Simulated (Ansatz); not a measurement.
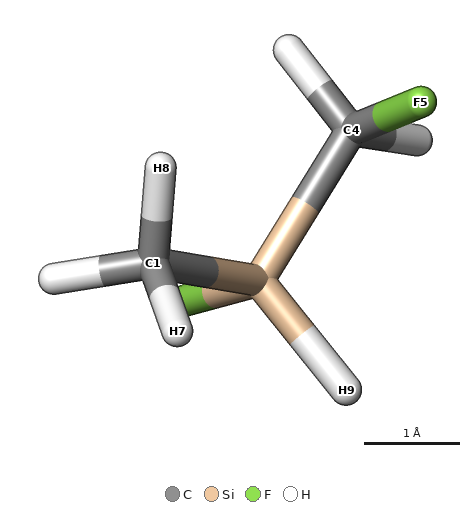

Fig. 1: The input geometry (stick view, seen at a tilt; atoms are numbered from 1 in the order of the input).

# Phonon calculation of C$_{2}$H$_{6}$F$_{2}$Si

C$_{2}$H$_{6}$F$_{2}$Si, computed with RHF/def2-SVP (Ansatz 0.2.0).

It belongs to a series of runs on one base structure; here: vibrations at the highest image of the band. Figures and captions count atoms from 1; the log counts them from 0 in places.

Input:
```yaml
crystal:
  periodic: [false, false, false]
  atoms:
    - { symbol: C, position_ang: [-0.931061, -0.658428, 1.111749] }
    - { symbol: Si, position_ang: [0.671649, -0.127201, 0.301604] }
    - { symbol: F, position_ang: [1.552022, -1.43855, -0.058304] }
    - { symbol: C, position_ang: [0.365012, 0.744023, -1.352091] }
    - { symbol: F, position_ang: [-0.451615, 1.826883, -1.110838] }
    - { symbol: H, position_ang: [-0.935511, -1.74101, 1.25742] }
    - { symbol: H, position_ang: [-1.061069, -0.186211, 2.087063] }
    - { symbol: H, position_ang: [-1.790786, -0.393292, 0.493201] }
    - { symbol: H, position_ang: [1.496799, 0.725779, 1.177124] }
    - { symbol: H, position_ang: [1.285286, 1.101156, -1.817236] }
    - { symbol: H, position_ang: [-0.135428, 0.08985, -2.068993] }
basis:
  gaussian: { orbitals: def2-SVP }
hamiltonian:
  xc: hf
phonons: {}
```

Launched with:
```bash
ansatz run input.yaml --threads 1 --pin off --max-ram 2048MiB --backend cpu --events-out ev --progress --plain --runs-dir out
```

The program's output:
```
Engine: ansatz 0.2.0, x86_64-unknown-linux-gnu
Functional definition: HF
  exchange = exact_x
  correlation = 0
1102 factors; integrals over basis functions are off by at most 3.9e-4 eV
mean field evaluation 1: about -15420.3315 eV, gradient 3.5e1 eV
mean field evaluation 2: about -15420.3947 eV, gradient 3.5e1 eV
mean field evaluation 4: about -15423.0963 eV, gradient 3.4e0 eV
mean field evaluation 8: about -15423.1328 eV, gradient 1.2e-4 eV
mean field -15423.13277605 eV, -566.7896753451 hartree, gradient 1.9e-5 eV, S^2 0.000000; 0 other end points of the search recorded, 0 dependent functions left out
the calculation of the forces begins
reference -15423.13277605 eV, -566.7896753451 hartree; 25, 25 occupied and 79, 79 virtual orbitals, 1102 factors
these checks for a lower state are left out or cut short: stability, starts, cluster_reference, orbital_swaps, neighbouring_geometries, increment
1102 factors; integrals over basis functions are off by at most 3.9e-4 eV
mean field evaluation 16: about -15423.1326 eV, gradient 2.1e-6 eV
mean field -15423.13264767 eV, -566.7896706272 hartree, gradient 2.0e-6 eV, S^2 0.000000; 0 other end points of the search recorded, 0 dependent functions left out
[... from here on the field's lines of each further geometry are left out, up to the last ...]
the calculation of the forces begins
reference -15423.13271795 eV, -566.7896732100 hartree; 25, 25 occupied and 79, 79 virtual orbitals, 1102 factors
these checks for a lower state are left out or cut short: stability, starts, cluster_reference, orbital_swaps, neighbouring_geometries, increment
1102 factors; integrals over basis functions are off by at most 3.9e-4 eV
mean field -15423.13272134 eV, -566.7896733343 hartree, gradient 1.9e-6 eV, S^2 0.000000; 0 other end points of the search recorded, 0 dependent functions left out
the calculation of the forces begins
reference -15423.13272134 eV, -566.7896733343 hartree; 25, 25 occupied and 79, 79 virtual orbitals, 1102 factors
WARN: phonons: modes at or below zero, which the zero-point energy, F, S and C_V leave out: 1, the lowest at -151.36 cm⁻¹. A minimum has none, and a first-order saddle one
Total energy: -15423.13277605 eV, -566.7896753451 hartree
Atom 0 at    -0.931061    -0.658428     1.111749 Å, force     0.007700    -0.002995    -0.000974 eV/Å
Atom 1 at     0.671649    -0.127201     0.301604 Å, force    -0.002731     0.008648     0.005237 eV/Å
Atom 2 at     1.552022    -1.438550    -0.058304 Å, force    -0.002047     0.002553    -0.004981 eV/Å
Atom 3 at     0.365012     0.744023    -1.352091 Å, force    -0.014776     0.010393     0.004468 eV/Å
Atom 4 at    -0.451615     1.826883    -1.110838 Å, force     0.007779    -0.006424    -0.006328 eV/Å
Atom 5 at    -0.935511    -1.741010     1.257420 Å, force    -0.001710     0.002755    -0.002018 eV/Å
Atom 6 at    -1.061069    -0.186211     2.087063 Å, force     0.000041     0.001158    -0.002965 eV/Å
Atom 7 at    -1.790786    -0.393292     0.493201 Å, force     0.001775     0.001062     0.003131 eV/Å
Atom 8 at     1.496799     0.725779     1.177124 Å, force    -0.000351    -0.008019     0.000063 eV/Å
Atom 9 at     1.285286     1.101156    -1.817236 Å, force    -0.005640    -0.003269     0.005010 eV/Å
Atom 10 at    -0.135428     0.089850    -2.068993 Å, force     0.009961    -0.005861    -0.000643 eV/Å
Dipole moment:    -0.078390    -0.080804     0.039146 e Å
Vibrations: -151.36 81.66 147.37 252.35 288.39 343.33 688.69 690.64 780.17 810.09 885.11 912.97 973.85 982.96 1145.72 1340.26 1402.75 1444.86 1551.15 1556.52 1588.79 2372.92 3177.23 3209.19 3270.10 3271.71 3274.29 cm⁻¹, zero-point energy 2.259184 eV
```

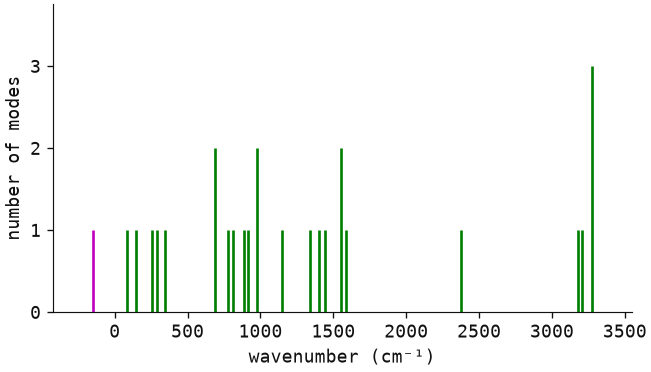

Fig. 2: Harmonic vibrational wavenumbers from the force constants; neighbouring modes closer than 16 cm⁻¹ are counted in one stick, and imaginary ones are drawn at negative wavenumbers. 27 modes from 151i to 3274 cm⁻¹, 1 imaginary beyond 8i (151i cm⁻¹): a first-order saddle point, if the geometry is stationary.

Key numbers:

```json
{"quantity": "outcome", "value": "converged"}
{"quantity": "total energy", "value": "−15423.1328 eV"}
{"quantity": "mean-field energy", "value": "−15423.1328 eV"}
{"quantity": "largest force (length of the vector)", "value": "0.019 eV/Å"}
{"quantity": "hardware", "value": "1 thread of Intel Xeon (Emerald Rapids), 360 GiB of memory available, shared host"}
{"quantity": "wall time", "value": "97 s"}
{"quantity": "peak memory", "value": "0.23 GiB"}
```
